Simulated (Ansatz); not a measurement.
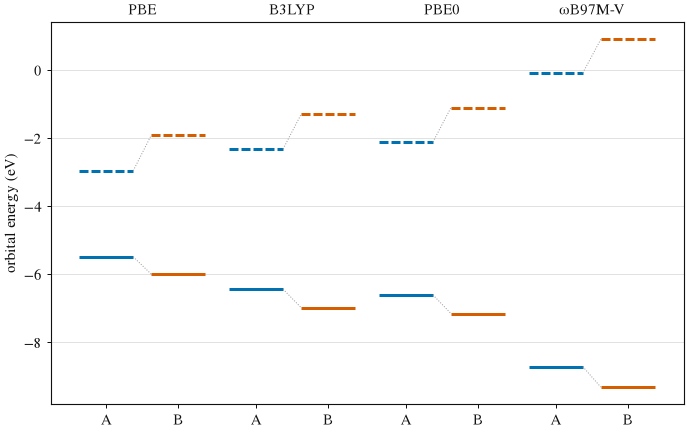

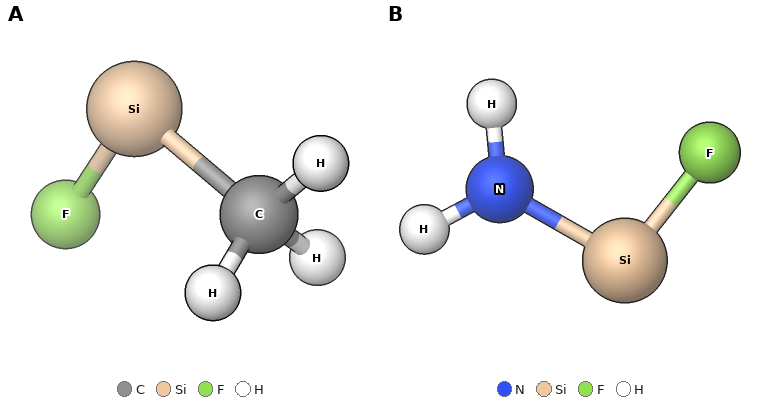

One change: A, CH₃FSi (SMILES C[Si]F), becomes B, SiNH₂F (SMILES N[Si]F). CH₃ on Si is replaced by NH₂. HOMO (solid) and LUMO (dashed) computed in def2-TZVPP at PBE0-D4/def2-TZVP geometries, both minima by their frequencies, gas phase, the Ansatz code. Empty levels above zero depend strongly on the basis.

Q: What does the change do to HOMO and LUMO?

A: PBE: the HOMO falls by 0.51 eV, the LUMO rises by 1.04 eV, and the separation goes from 2.53 to 4.08 eV. B3LYP: the HOMO falls by 0.54 eV, the LUMO rises by 1.02 eV, and the separation goes from 4.12 to 5.68 eV. PBE0: the HOMO falls by 0.55 eV, the LUMO rises by 1.01 eV, and the separation goes from 4.49 to 6.05 eV. ωB97M-V: the HOMO falls by 0.60 eV, the LUMO rises by 0.98 eV, and the separation goes from 8.63 to 10.21 eV.

Q: Do the functionals agree on the effect?

A: They agree on the direction for both levels; the HOMO shift lies between −0.60 and −0.51 eV and the LUMO shift between 0.98 and 1.04 eV, while the separations themselves differ by up to 6.1 eV between functionals.
